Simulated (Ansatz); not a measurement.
## SiH₂ClF: molecular dynamics (part 1 of 5)

The run: molecular dynamics of SiH₂ClF. Method and program: RKS BLYP-D4/def2-SVP (Ansatz 0.2.0).

It belongs to a series of runs on one base structure; here: dynamics from the highest image of the converged band. Figures and captions count atoms from 1; the log counts them from 0 in places.

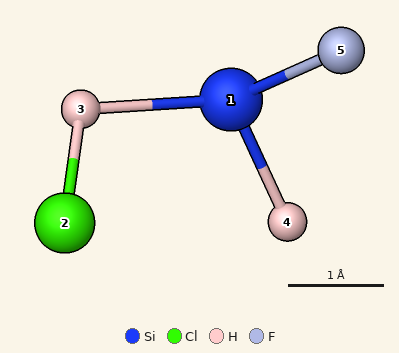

Fig. 1: The input geometry (ball-and-stick view, seen at a tilt; atoms are numbered from 1 in the order of the input). Bond lengths as drawn: Cl–H 1.53 Å, F–Si 1.64 Å and H–Si 1.52 to 1.71 Å.

## Results in brief

- outcome: finished
- mean temperature over the second half: 295 K
- trajectory: 200 steps, 100 fs
- ensemble: nve
- temperature in the input: 100.0 K
- time step: 0.5 fs
- potential energy (last step): −23140.6553 eV
- mean-field energy (last step): −23140.4934 eV
- largest force (length of the vector) (last step): 0.661 eV/Å
- hardware: 1 thread of Arm Neoverse V2, 24 GiB of memory available, shared host
- wall time: 3.2 min
- peak memory: 0.096 GiB

## Notes

So short a trajectory is not equilibrated.

## The input
```yaml
crystal:
  periodic: [false, false, false]
  atoms:
    - { symbol: Si, position_ang: [0.163553, 0.013487, -0.539475] }
    - { symbol: Cl, position_ang: [1.329515, 0.094079, 1.885489] }
    - { symbol: H, position_ang: [1.598113, -0.078904, 0.392099] }
    - { symbol: H, position_ang: [-0.781365, 1.16705, -0.226604] }
    - { symbol: F, position_ang: [-0.819216, -1.301711, -0.456808] }
basis:
  gaussian: { orbitals: def2-SVP }
hamiltonian:
  xc: blyp
  dispersion: d4
md:
  timestep: 0.5
  n_steps: 200
  ensemble: nve
  temperature: 100.0
  initial_velocities: maxwell_boltzmann
  seed: 11670
```

Launch command:
```bash
ansatz run input.yaml --threads 1 --pin off --max-ram 2048MiB --backend cpu --events-out ev --progress --plain --runs-dir out
```

## The program's output
```
Engine: ansatz 0.2.0, aarch64-unknown-linux-gnu
Functional definition: BLYP
  parameter beta = 0.0042
  parameter a = 0.04918
  parameter b = 0.132
  parameter c = 0.2533
  parameter d = 0.349
  exchange = b88_x(beta = beta)
  correlation = lyp_c(a = a, b = b, c = c, d = d)
655 factors; their error is unknown
mean field evaluation 1: about -23138.4371 eV, gradient 3.4e1 eV
mean field evaluation 2: about -23126.8768 eV, gradient 9.1e1 eV
mean field evaluation 4: about -23140.2613 eV, gradient 7.4e0 eV
mean field evaluation 8: about -23140.4209 eV, gradient 9.7e-2 eV
mean field -23140.42092188 eV, -850.3947837386 hartree, gradient 5.4e-5 eV, S^2 0.000000; 0 other end points of the search recorded, 0 dependent functions left out
the calculation of the forces begins
reference -23140.42118994 eV, -850.3947935895 hartree; 21, 21 occupied and 39, 39 virtual orbitals, 655 factors
md step     0: t =     0.00 fs  T =   100.0 K  F+E_penalty+E_count = -23140.61661623 eV  E_kin = 0.038778 eV  conserved = -23140.57783823 eV  (24 SCF iters)
these checks for a lower state are left out or cut short: starts, cluster_reference, orbital_swaps, neighbouring_geometries, increment
655 factors; their error is unknown
mean field evaluation 16: about -23140.4713 eV, gradient 3.5e-1 eV
mean field -23140.42023712 eV, -850.3947585740 hartree, gradient 1.6e-5 eV, S^2 0.000000; 0 other end points of the search recorded, 0 dependent functions left out
the calculation of the forces begins
reference -23140.42050543 eV, -850.3947684343 hartree; 21, 21 occupied and 39, 39 virtual orbitals, 655 factors
md step     1: t =     0.50 fs  T =    98.3 K  F+E_penalty+E_count = -23140.61592847 eV  E_kin = 0.038100 eV  conserved = -23140.57782863 eV  (29 SCF iters)
[... from here on the SCF iterations and repeated set-up lines of each step are left out, up to the last step ...]
md step     2: t =     1.00 fs  T =    93.4 K  F+E_penalty+E_count = -23140.61403579 eV  E_kin = 0.036226 eV  conserved = -23140.57780940 eV  (29 SCF iters)
md step     3: t =     1.50 fs  T =    86.2 K  F+E_penalty+E_count = -23140.61122612 eV  E_kin = 0.033442 eV  conserved = -23140.57778436 eV  (29 SCF iters)
md step     4: t =     2.00 fs  T =    77.7 K  F+E_penalty+E_count = -23140.60788442 eV  E_kin = 0.030127 eV  conserved = -23140.57775724 eV  (29 SCF iters)
md step     5: t =     2.50 fs  T =    68.9 K  F+E_penalty+E_count = -23140.60443543 eV  E_kin = 0.026704 eV  conserved = -23140.57773141 eV  (30 SCF iters)
md step     6: t =     3.00 fs  T =    60.8 K  F+E_penalty+E_count = -23140.60128997 eV  E_kin = 0.023581 eV  conserved = -23140.57770919 eV  (29 SCF iters)
md step     7: t =     3.50 fs  T =    54.4 K  F+E_penalty+E_count = -23140.59880131 eV  E_kin = 0.021108 eV  conserved = -23140.57769284 eV  (29 SCF iters)
md step     8: t =     4.00 fs  T =    50.4 K  F+E_penalty+E_count = -23140.59723060 eV  E_kin = 0.019547 eV  conserved = -23140.57768368 eV  (29 SCF iters)
md step     9: t =     4.50 fs  T =    49.1 K  F+E_penalty+E_count = -23140.59672474 eV  E_kin = 0.019042 eV  conserved = -23140.57768238 eV  (29 SCF iters)
md step    10: t =     5.00 fs  T =    50.6 K  F+E_penalty+E_count = -23140.59730521 eV  E_kin = 0.019616 eV  conserved = -23140.57768896 eV  (29 SCF iters)
md step    11: t =     5.50 fs  T =    54.6 K  F+E_penalty+E_count = -23140.59886748 eV  E_kin = 0.021165 eV  conserved = -23140.57770283 eV  (29 SCF iters)
md step    12: t =     6.00 fs  T =    60.5 K  F+E_penalty+E_count = -23140.60119083 eV  E_kin = 0.023468 eV  conserved = -23140.57772278 eV  (29 SCF iters)
md step    13: t =     6.50 fs  T =    67.6 K  F+E_penalty+E_count = -23140.60395862 eV  E_kin = 0.026212 eV  conserved = -23140.57774694 eV  (30 SCF iters)
md step    14: t =     7.00 fs  T =    74.8 K  F+E_penalty+E_count = -23140.60678878 eV  E_kin = 0.029016 eV  conserved = -23140.57777278 eV  (29 SCF iters)
md step    15: t =     7.50 fs  T =    81.2 K  F+E_penalty+E_count = -23140.60927469 eV  E_kin = 0.031477 eV  conserved = -23140.57779742 eV  (29 SCF iters)
md step    16: t =     8.00 fs  T =    85.7 K  F+E_penalty+E_count = -23140.61103363 eV  E_kin = 0.033216 eV  conserved = -23140.57781761 eV  (26 SCF iters)
md step    17: t =     8.50 fs  T =    87.5 K  F+E_penalty+E_count = -23140.61175955 eV  E_kin = 0.033930 eV  conserved = -23140.57782963 eV  (29 SCF iters)
md step    18: t =     9.00 fs  T =    86.2 K  F+E_penalty+E_count = -23140.61127563 eV  E_kin = 0.033445 eV  conserved = -23140.57783098 eV  (29 SCF iters)
md step    19: t =     9.50 fs  T =    81.9 K  F+E_penalty+E_count = -23140.60957466 eV  E_kin = 0.031754 eV  conserved = -23140.57782032 eV  (29 SCF iters)
md step    20: t =    10.00 fs  T =    74.9 K  F+E_penalty+E_count = -23140.60683902 eV  E_kin = 0.029041 eV  conserved = -23140.57779770 eV  (29 SCF iters)
md step    21: t =    10.50 fs  T =    66.2 K  F+E_penalty+E_count = -23140.60343280 eV  E_kin = 0.025666 eV  conserved = -23140.57776660 eV  (29 SCF iters)
md step    22: t =    11.00 fs  T =    57.1 K  F+E_penalty+E_count = -23140.59985509 eV  E_kin = 0.022123 eV  conserved = -23140.57773173 eV  (29 SCF iters)
md step    23: t =    11.50 fs  T =    48.9 K  F+E_penalty+E_count = -23140.59666338 eV  E_kin = 0.018964 eV  conserved = -23140.57769894 eV  (29 SCF iters)
md step    24: t =    12.00 fs  T =    43.1 K  F+E_penalty+E_count = -23140.59437639 eV  E_kin = 0.016702 eV  conserved = -23140.57767478 eV  (29 SCF iters)
md step    25: t =    12.50 fs  T =    40.5 K  F+E_penalty+E_count = -23140.59337484 eV  E_kin = 0.015711 eV  conserved = -23140.57766415 eV  (29 SCF iters)
md step    26: t =    13.00 fs  T =    41.7 K  F+E_penalty+E_count = -23140.59382587 eV  E_kin = 0.016157 eV  conserved = -23140.57766904 eV  (29 SCF iters)
md step    27: t =    13.50 fs  T =    46.3 K  F+E_penalty+E_count = -23140.59565049 eV  E_kin = 0.017962 eV  conserved = -23140.57768855 eV  (29 SCF iters)
md step    28: t =    14.00 fs  T =    53.7 K  F+E_penalty+E_count = -23140.59854075 eV  E_kin = 0.020822 eV  conserved = -23140.57771837 eV  (29 SCF iters)
md step    29: t =    14.50 fs  T =    62.6 K  F+E_penalty+E_count = -23140.60202435 eV  E_kin = 0.024272 eV  conserved = -23140.57775251 eV  (29 SCF iters)
md step    30: t =    15.00 fs  T =    71.6 K  F+E_penalty+E_count = -23140.60555730 eV  E_kin = 0.027773 eV  conserved = -23140.57778466 eV  (28 SCF iters)
md step    31: t =    15.50 fs  T =    79.5 K  F+E_penalty+E_count = -23140.60862262 eV  E_kin = 0.030813 eV  conserved = -23140.57780986 eV  (28 SCF iters)
md step    32: t =    16.00 fs  T =    85.1 K  F+E_penalty+E_count = -23140.61081212 eV  E_kin = 0.032988 eV  conserved = -23140.57782427 eV  (28 SCF iters)
md step    33: t =    16.50 fs  T =    87.8 K  F+E_penalty+E_count = -23140.61188125 eV  E_kin = 0.034054 eV  conserved = -23140.57782712 eV  (28 SCF iters)
md step    34: t =    17.00 fs  T =    87.5 K  F+E_penalty+E_count = -23140.61176674 eV  E_kin = 0.033948 eV  conserved = -23140.57781900 eV  (28 SCF iters)
md step    35: t =    17.50 fs  T =    84.5 K  F+E_penalty+E_count = -23140.61057654 eV  E_kin = 0.032774 eV  conserved = -23140.57780267 eV  (26 SCF iters)
md step    36: t =    18.00 fs  T =    79.4 K  F+E_penalty+E_count = -23140.60855495 eV  E_kin = 0.030774 eV  conserved = -23140.57778079 eV  (28 SCF iters)
md step    37: t =    18.50 fs  T =    72.9 K  F+E_penalty+E_count = -23140.60603850 eV  E_kin = 0.028282 eV  conserved = -23140.57775650 eV  (28 SCF iters)
md step    38: t =    19.00 fs  T =    66.2 K  F+E_penalty+E_count = -23140.60340646 eV  E_kin = 0.025674 eV  conserved = -23140.57773258 eV  (28 SCF iters)
md step    39: t =    19.50 fs  T =    60.1 K  F+E_penalty+E_count = -23140.60103460 eV  E_kin = 0.023323 eV  conserved = -23140.57771157 eV  (28 SCF iters)
md step    40: t =    20.00 fs  T =    55.6 K  F+E_penalty+E_count = -23140.59925453 eV  E_kin = 0.021559 eV  conserved = -23140.57769545 eV  (28 SCF iters)
md step    41: t =    20.50 fs  T =    53.2 K  F+E_penalty+E_count = -23140.59832161 eV  E_kin = 0.020636 eV  conserved = -23140.57768557 eV  (22 SCF iters)
md step    42: t =    21.00 fs  T =    53.4 K  F+E_penalty+E_count = -23140.59839230 eV  E_kin = 0.020710 eV  conserved = -23140.57768274 eV  (22 SCF iters)
md step    43: t =    21.50 fs  T =    56.3 K  F+E_penalty+E_count = -23140.59951107 eV  E_kin = 0.021824 eV  conserved = -23140.57768716 eV  (22 SCF iters)
md step    44: t =    22.00 fs  T =    61.7 K  F+E_penalty+E_count = -23140.60160702 eV  E_kin = 0.023909 eV  conserved = -23140.57769845 eV  (28 SCF iters)
md step    45: t =    22.50 fs  T =    69.1 K  F+E_penalty+E_count = -23140.60450003 eV  E_kin = 0.026784 eV  conserved = -23140.57771568 eV  (28 SCF iters)
md step    46: t =    23.00 fs  T =    77.8 K  F+E_penalty+E_count = -23140.60791637 eV  E_kin = 0.030179 eV  conserved = -23140.57773733 eV  (28 SCF iters)
md step    47: t =    23.50 fs  T =    87.0 K  F+E_penalty+E_count = -23140.61151359 eV  E_kin = 0.033752 eV  conserved = -23140.57776118 eV  (28 SCF iters)
md step    48: t =    24.00 fs  T =    95.8 K  F+E_penalty+E_count = -23140.61491517 eV  E_kin = 0.037130 eV  conserved = -23140.57778492 eV  (28 SCF iters)
md step    49: t =    24.50 fs  T =   103.0 K  F+E_penalty+E_count = -23140.61775144 eV  E_kin = 0.039946 eV  conserved = -23140.57780541 eV  (28 SCF iters)
md step    50: t =    25.00 fs  T =   108.0 K  F+E_penalty+E_count = -23140.61970731 eV  E_kin = 0.041888 eV  conserved = -23140.57781965 eV  (28 SCF iters)
md step    51: t =    25.50 fs  T =   110.2 K  F+E_penalty+E_count = -23140.62056970 eV  E_kin = 0.042744 eV  conserved = -23140.57782536 eV  (28 SCF iters)
md step    52: t =    26.00 fs  T =   109.5 K  F+E_penalty+E_count = -23140.62026708 eV  E_kin = 0.042447 eV  conserved = -23140.57782019 eV  (28 SCF iters)
md step    53: t =    26.50 fs  T =   106.0 K  F+E_penalty+E_count = -23140.61889740 eV  E_kin = 0.041093 eV  conserved = -23140.57780408 eV  (28 SCF iters)
md step    54: t =    27.00 fs  T =   100.4 K  F+E_penalty+E_count = -23140.61672994 eV  E_kin = 0.038951 eV  conserved = -23140.57777859 eV  (28 SCF iters)
md step    55: t =    27.50 fs  T =    93.9 K  F+E_penalty+E_count = -23140.61417858 eV  E_kin = 0.036432 eV  conserved = -23140.57774692 eV  (26 SCF iters)
md step    56: t =    28.00 fs  T =    87.8 K  F+E_penalty+E_count = -23140.61174633 eV  E_kin = 0.034031 eV  conserved = -23140.57771490 eV  (28 SCF iters)
md step    57: t =    28.50 fs  T =    83.2 K  F+E_penalty+E_count = -23140.60994234 eV  E_kin = 0.032254 eV  conserved = -23140.57768798 eV  (22 SCF iters)
md step    58: t =    29.00 fs  T =    81.3 K  F+E_penalty+E_count = -23140.60919270 eV  E_kin = 0.031521 eV  conserved = -23140.57767138 eV  (22 SCF iters)
md step    59: t =    29.50 fs  T =    82.8 K  F+E_penalty+E_count = -23140.60975948 eV  E_kin = 0.032091 eV  conserved = -23140.57766841 eV  (22 SCF iters)
md step    60: t =    30.00 fs  T =    87.7 K  F+E_penalty+E_count = -23140.61168935 eV  E_kin = 0.034010 eV  conserved = -23140.57767965 eV  (22 SCF iters)
md step    61: t =    30.50 fs  T =    95.7 K  F+E_penalty+E_count = -23140.61480493 eV  E_kin = 0.037102 eV  conserved = -23140.57770273 eV  (22 SCF iters)
md step    62: t =    31.00 fs  T =   105.8 K  F+E_penalty+E_count = -23140.61874109 eV  E_kin = 0.041008 eV  conserved = -23140.57773298 eV  (22 SCF iters)
md step    63: t =    31.50 fs  T =   116.7 K  F+E_penalty+E_count = -23140.62301722 eV  E_kin = 0.045252 eV  conserved = -23140.57776508 eV  (28 SCF iters)
md step    64: t =    32.00 fs  T =   127.2 K  F+E_penalty+E_count = -23140.62712510 eV  E_kin = 0.049332 eV  conserved = -23140.57779273 eV  (28 SCF iters)
md step    65: t =    32.50 fs  T =   136.2 K  F+E_penalty+E_count = -23140.63061762 eV  E_kin = 0.052805 eV  conserved = -23140.57781213 eV  (28 SCF iters)
md step    66: t =    33.00 fs  T =   142.7 K  F+E_penalty+E_count = -23140.63317352 eV  E_kin = 0.055352 eV  conserved = -23140.57782108 eV  (28 SCF iters)
md step    67: t =    33.50 fs  T =   146.5 K  F+E_penalty+E_count = -23140.63463407 eV  E_kin = 0.056815 eV  conserved = -23140.57781909 eV  (28 SCF iters)
md step    68: t =    34.00 fs  T =   147.5 K  F+E_penalty+E_count = -23140.63500931 eV  E_kin = 0.057201 eV  conserved = -23140.57780817 eV  (28 SCF iters)
md step    69: t =    34.50 fs  T =   146.1 K  F+E_penalty+E_count = -23140.63445548 eV  E_kin = 0.056665 eV  conserved = -23140.57779063 eV  (28 SCF iters)
md step    70: t =    35.00 fs  T =   143.0 K  F+E_penalty+E_count = -23140.63323739 eV  E_kin = 0.055468 eV  conserved = -23140.57776938 eV  (28 SCF iters)
md step    71: t =    35.50 fs  T =   139.1 K  F+E_penalty+E_count = -23140.63168157 eV  E_kin = 0.053934 eV  conserved = -23140.57774740 eV  (28 SCF iters)
md step    72: t =    36.00 fs  T =   135.1 K  F+E_penalty+E_count = -23140.63012940 eV  E_kin = 0.052402 eV  conserved = -23140.57772733 eV  (28 SCF iters)
md step    73: t =    36.50 fs  T =   132.0 K  F+E_penalty+E_count = -23140.62889612 eV  E_kin = 0.051185 eV  conserved = -23140.57771103 eV  (28 SCF iters)
md step    74: t =    37.00 fs  T =   130.3 K  F+E_penalty+E_count = -23140.62823953 eV  E_kin = 0.050540 eV  conserved = -23140.57769977 eV  (28 SCF iters)
md step    75: t =    37.50 fs  T =   130.6 K  F+E_penalty+E_count = -23140.62833926 eV  E_kin = 0.050645 eV  conserved = -23140.57769413 eV  (26 SCF iters)
md step    76: t =    38.00 fs  T =   133.0 K  F+E_penalty+E_count = -23140.62928647 eV  E_kin = 0.051592 eV  conserved = -23140.57769412 eV  (28 SCF iters)
md step    77: t =    38.50 fs  T =   137.7 K  F+E_penalty+E_count = -23140.63108274 eV  E_kin = 0.053383 eV  conserved = -23140.57769935 eV  (28 SCF iters)
md step    78: t =    39.00 fs  T =   144.2 K  F+E_penalty+E_count = -23140.63364597 eV  E_kin = 0.055937 eV  conserved = -23140.57770910 eV  (28 SCF iters)
md step    79: t =    39.50 fs  T =   152.4 K  F+E_penalty+E_count = -23140.63682179 eV  E_kin = 0.059099 eV  conserved = -23140.57772269 eV  (28 SCF iters)
md step    80: t =    40.00 fs  T =   161.6 K  F+E_penalty+E_count = -23140.64039728 eV  E_kin = 0.062659 eV  conserved = -23140.57773873 eV  (28 SCF iters)
md step    81: t =    40.50 fs  T =   171.1 K  F+E_penalty+E_count = -23140.64411909 eV  E_kin = 0.066363 eV  conserved = -23140.57775623 eV  (28 SCF iters)
md step    82: t =    41.00 fs  T =   180.4 K  F+E_penalty+E_count = -23140.64771206 eV  E_kin = 0.069938 eV  conserved = -23140.57777384 eV  (28 SCF iters)
md step    83: t =    41.50 fs  T =   188.5 K  F+E_penalty+E_count = -23140.65090144 eV  E_kin = 0.073111 eV  conserved = -23140.57779000 eV  (28 SCF iters)
md step    84: t =    42.00 fs  T =   195.0 K  F+E_penalty+E_count = -23140.65343832 eV  E_kin = 0.075635 eV  conserved = -23140.57780285 eV  (28 SCF iters)
md step    85: t =    42.50 fs  T =   199.4 K  F+E_penalty+E_count = -23140.65512849 eV  E_kin = 0.077318 eV  conserved = -23140.57781052 eV  (28 SCF iters)
md step    86: t =    43.00 fs  T =   201.3 K  F+E_penalty+E_count = -23140.65586244 eV  E_kin = 0.078051 eV  conserved = -23140.57781158 eV  (28 SCF iters)
md step    87: t =    43.50 fs  T =   200.7 K  F+E_penalty+E_count = -23140.65564064 eV  E_kin = 0.077836 eV  conserved = -23140.57780432 eV  (28 SCF iters)
md step    88: t =    44.00 fs  T =   198.1 K  F+E_penalty+E_count = -23140.65459151 eV  E_kin = 0.076803 eV  conserved = -23140.57778888 eV  (28 SCF iters)
md step    89: t =    44.50 fs  T =   193.9 K  F+E_penalty+E_count = -23140.65296952 eV  E_kin = 0.075203 eV  conserved = -23140.57776685 eV  (28 SCF iters)
md step    90: t =    45.00 fs  T =   189.3 K  F+E_penalty+E_count = -23140.65113111 eV  E_kin = 0.073390 eV  conserved = -23140.57774113 eV  (28 SCF iters)
md step    91: t =    45.50 fs  T =   185.1 K  F+E_penalty+E_count = -23140.64948734 eV  E_kin = 0.071772 eV  conserved = -23140.57771553 eV  (28 SCF iters)
md step    92: t =    46.00 fs  T =   182.4 K  F+E_penalty+E_count = -23140.64844066 eV  E_kin = 0.070745 eV  conserved = -23140.57769517 eV  (28 SCF iters)
md step    93: t =    46.50 fs  T =   182.1 K  F+E_penalty+E_count = -23140.64831339 eV  E_kin = 0.070630 eV  conserved = -23140.57768346 eV  (22 SCF iters)
md step    94: t =    47.00 fs  T =   184.7 K  F+E_penalty+E_count = -23140.64929036 eV  E_kin = 0.071608 eV  conserved = -23140.57768270 eV  (25 SCF iters)
md step    95: t =    47.50 fs  T =   190.0 K  F+E_penalty+E_count = -23140.65138404 eV  E_kin = 0.073691 eV  conserved = -23140.57769296 eV  (22 SCF iters)
md step    96: t =    48.00 fs  T =   197.8 K  F+E_penalty+E_count = -23140.65443333 eV  E_kin = 0.076721 eV  conserved = -23140.57771250 eV  (22 SCF iters)
md step    97: t =    48.50 fs  T =   207.3 K  F+E_penalty+E_count = -23140.65813287 eV  E_kin = 0.080396 eV  conserved = -23140.57773721 eV  (28 SCF iters)
md step    98: t =    49.00 fs  T =   217.5 K  F+E_penalty+E_count = -23140.66208907 eV  E_kin = 0.084326 eV  conserved = -23140.57776323 eV  (28 SCF iters)
md step    99: t =    49.50 fs  T =   227.2 K  F+E_penalty+E_count = -23140.66588379 eV  E_kin = 0.088097 eV  conserved = -23140.57778660 eV  (28 SCF iters)
md step   100: t =    50.00 fs  T =   235.5 K  F+E_penalty+E_count = -23140.66913712 eV  E_kin = 0.091333 eV  conserved = -23140.57780422 eV  (28 SCF iters)
md step   101: t =    50.50 fs  T =   241.7 K  F+E_penalty+E_count = -23140.67155723 eV  E_kin = 0.093743 eV  conserved = -23140.57781386 eV  (28 SCF iters)
md step   102: t =    51.00 fs  T =   245.4 K  F+E_penalty+E_count = -23140.67297407 eV  E_kin = 0.095159 eV  conserved = -23140.57781522 eV  (28 SCF iters)
md step   103: t =    51.50 fs  T =   246.4 K  F+E_penalty+E_count = -23140.67335239 eV  E_kin = 0.095544 eV  conserved = -23140.57780830 eV  (28 SCF iters)
md step   104: t =    52.00 fs  T =   245.0 K  F+E_penalty+E_count = -23140.67279076 eV  E_kin = 0.094997 eV  conserved = -23140.57779403 eV  (28 SCF iters)
md step   105: t =    52.50 fs  T =   241.7 K  F+E_penalty+E_count = -23140.67150595 eV  E_kin = 0.093732 eV  conserved = -23140.57777422 eV  (28 SCF iters)
md step   106: t =    53.00 fs  T =   237.4 K  F+E_penalty+E_count = -23140.66980521 eV  E_kin = 0.092054 eV  conserved = -23140.57775120 eV  (28 SCF iters)
md step   107: t =    53.50 fs  T =   232.9 K  F+E_penalty+E_count = -23140.66804920 eV  E_kin = 0.090321 eV  conserved = -23140.57772771 eV  (28 SCF iters)
md step   108: t =    54.00 fs  T =   229.3 K  F+E_penalty+E_count = -23140.66660760 eV  E_kin = 0.088901 eV  conserved = -23140.57770671 eV  (28 SCF iters)
md step   109: t =    54.50 fs  T =   227.2 K  F+E_penalty+E_count = -23140.66581158 eV  E_kin = 0.088121 eV  conserved = -23140.57769097 eV  (28 SCF iters)
md step   110: t =    55.00 fs  T =   227.5 K  F+E_penalty+E_count = -23140.66590950 eV  E_kin = 0.088227 eV  conserved = -23140.57768272 eV  (28 SCF iters)
md step   111: t =    55.50 fs  T =   230.4 K  F+E_penalty+E_count = -23140.66703254 eV  E_kin = 0.089350 eV  conserved = -23140.57768295 eV  (28 SCF iters)
md step   112: t =    56.00 fs  T =   235.9 K  F+E_penalty+E_count = -23140.66917776 eV  E_kin = 0.091486 eV  conserved = -23140.57769151 eV  (28 SCF iters)
```
